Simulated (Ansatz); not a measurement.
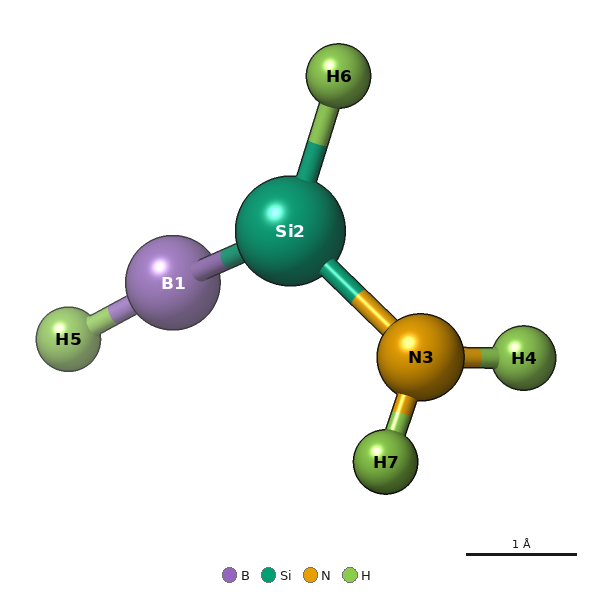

Orthographic view. Atoms fade into the background with distance from the viewer. Computed geometry: PBE-D4/def2-SVP optimisation. No frequency run is at hand to confirm it as a minimum.

Give the geometry as a Z-matrix, atoms in numerical order, with these reference atoms: 2 to 1; 3 to 2, 1; 4 to 3, 2, 1; 5 to 1, 2, 3; 6 to 2, 3, 4; 7 to 3, 4, 2.

```
B  
Si   1   1.868
N    2   1.754   1   118.4
H    3   1.025   2   120.0   1    88.6
H    1   1.207   2   154.6   3    85.0
H    2   1.498   3   112.2   4   -60.4
H    3   1.023   4   110.4   2   141.0
```
